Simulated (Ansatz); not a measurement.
**Run report: CH4INSi, single-point calculation**

- system: CH4INSi
- method: RKS PBE0-D4/def2-TZVPP (Ansatz 0.2.0)

The geometry comes from this level: PBE0-D4/def2-TZVP.

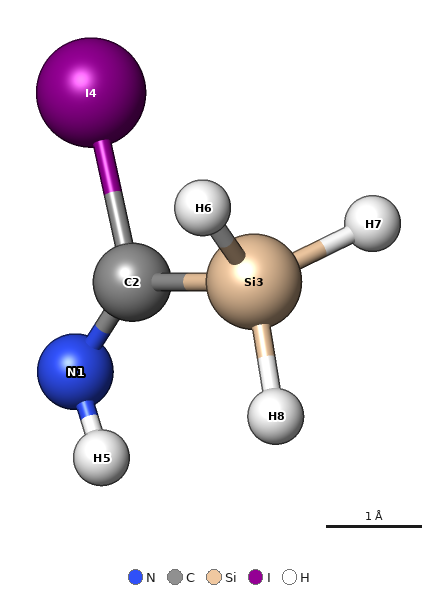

The input geometry (ball-and-stick view, seen at a tilt; atoms are numbered from 1 in the order of the input).

**Input**
```yaml
crystal:
  periodic: [false, false, false]
  atoms:
    - {symbol: N, position_ang: [-0.426166, 1.586384, -0.925284]}
    - {symbol: C, position_ang: [-0.504118, 0.382312, -0.606153]}
    - {symbol: Si, position_ang: [0.490495, -0.638284, 0.636920]}
    - {symbol: I, position_ang: [-1.995743, -0.816411, -1.584713]}
    - {symbol: H, position_ang: [0.311283, 2.068218, -0.405526]}
    - {symbol: H, position_ang: [1.163759, -1.741023, -0.087121]}
    - {symbol: H, position_ang: [-0.437279, -1.172708, 1.660251]}
    - {symbol: H, position_ang: [1.489769, 0.274312, 1.255726]}
basis:
  gaussian: {orbitals: def2-TZVPP}
hamiltonian: {xc: pbe0, dispersion: d4}
output: {orbitals: {seedname: orbitals}}
```

Hardware: 4 threads of Arm Neoverse V2, 23 GiB of memory available, shared host.

Launched with:
```bash
ansatz run in.yaml --threads 4 --pin off --events-out ev --progress --plain --max-ram 10444MiB
```

**The program's output**
```
Functional definition: PBE0
  name "PBE0"
  cite "Adamo & Barone, J. Chem. Phys. 110, 6158 (1999) doi:10.1063/1.478522"
  cite "Perdew, Burke & Ernzerhof, Phys. Rev. Lett. 77, 3865 (1996) doi:10.1103/PhysRevLett.77.3865"
  parent pbe
  parameter a = 0.25
  parameter kappa = 0.804
  parameter beta = 0.06672455060314922
  exchange = (1 - a)*pbe_x(kappa = kappa, mu = beta*pi^2/3) + a*exact_x
  correlation = pbe_c(beta = beta)
1280 factors; their error is unknown
mean field evaluation 1: about -18557.3172 eV, gradient 5.8e1 eV
mean field evaluation 2: about -18529.9188 eV, gradient 1.1e2 eV
mean field evaluation 4: about -18564.2869 eV, gradient 1.7e1 eV
mean field evaluation 8: about -18564.8968 eV, gradient 1.9e-1 eV
mean field evaluation 16: about -18565.1939 eV, gradient 4.4e-4 eV
mean field -18565.19385316 eV, -682.2582901631 hartree, gradient 4.6e-5 eV, S^2 0.000000; 0 other end points of the search recorded, 0 dependent functions left out
reference -18565.19388270 eV, -682.2582912487 hartree; 28, 28 occupied and 182, 182 virtual orbitals, 1280 factors
Total energy: -18565.37471472 eV, -682.2649367029 hartree
```

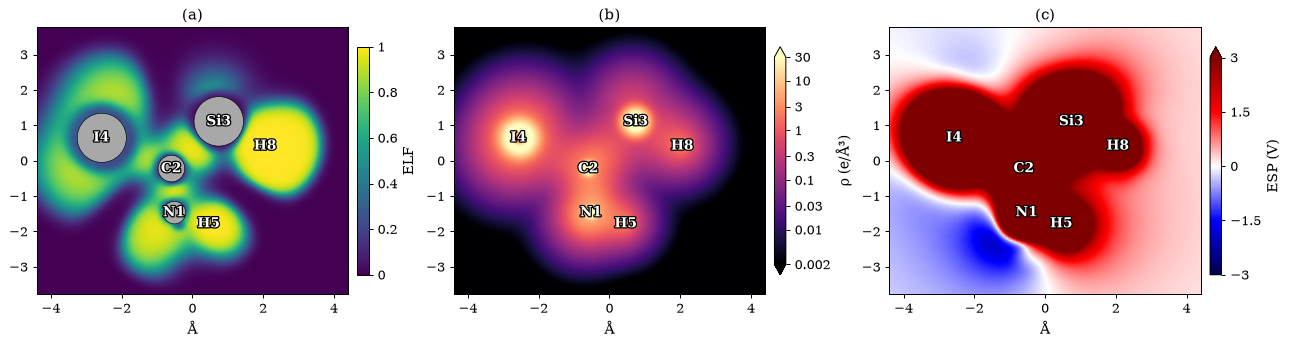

(a) ELF; (b) electron density; (c) molecular electrostatic potential on the plane of atoms Si3, C2 and I4. Grey discs, where drawn, cover atomic cores. Atoms in the plane: N, C, Si, I and H. C–N (1.25 Å): ρ is about 3 e/Å³ halfway; the ELF peaks at about 0.95 between the atoms (a multiple bond by its length, whose ELF region spreads away from the axis). C–I (2.15 Å): ρ at the midpoint is about 0.82 e/Å³; the ELF peaks at about 0.85 between the atoms (localised, shared-pair bonding). Si–H (1.49 Å): ρ is about 0.8 e/Å³ halfway; the ELF climbs to about 1 towards the hydrogen.

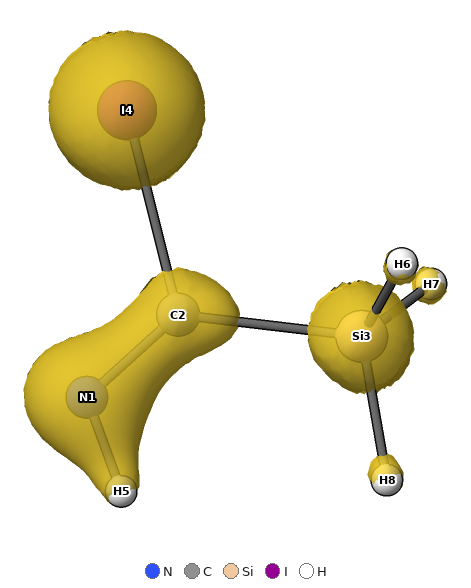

Isosurface of the electron density at 1.5 e/Å³ (yellow), seen face on. At this value the surface falls into six separate pieces. It is pinched off along the C–Si (1.89 Å) and C–I (2.15 Å) contacts. On the grid the lowest density along these lines, outside the cores, is 2.8 e/Å³ (C–N, 1.25 Å), 0.78 e/Å³ (C–Si, 1.89 Å), 0.81 e/Å³ (C–I, 2.15 Å) and 2.3 e/Å³ (N–H, 1.02 Å).

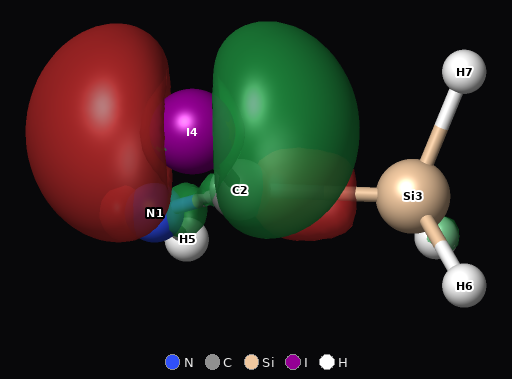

The HOMO at ±0.15 Å⁻³ᐟ² (green and red are the two phases), seen from the side. Its energy is −7.54 eV.

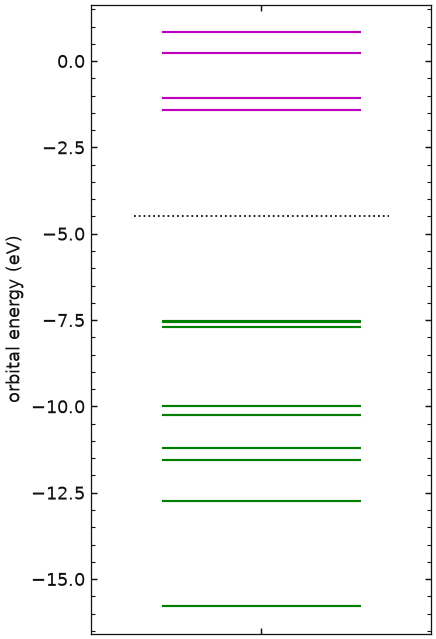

Orbital energies near the frontier; the dotted line parts filled from empty levels, and levels within 0.02 eV of each other stand side by side. Highest filled −7.54 eV, lowest empty −1.41 eV, 6.13 eV apart.

**Results in brief**

| quantity | value |
| --- | --- |
| outcome | converged |
| total energy | −18565.3747 eV |
| mean-field energy | −18565.1939 eV |
| dispersion energy | −0.1808 eV |
| SCF solution under orbital rotations | stable |
| HOMO | −7.54 eV |
| LUMO | −1.41 eV |
| wall time | 2.6 s (CPU time 9.6 s) |
| peak memory | 0.48 GiB |
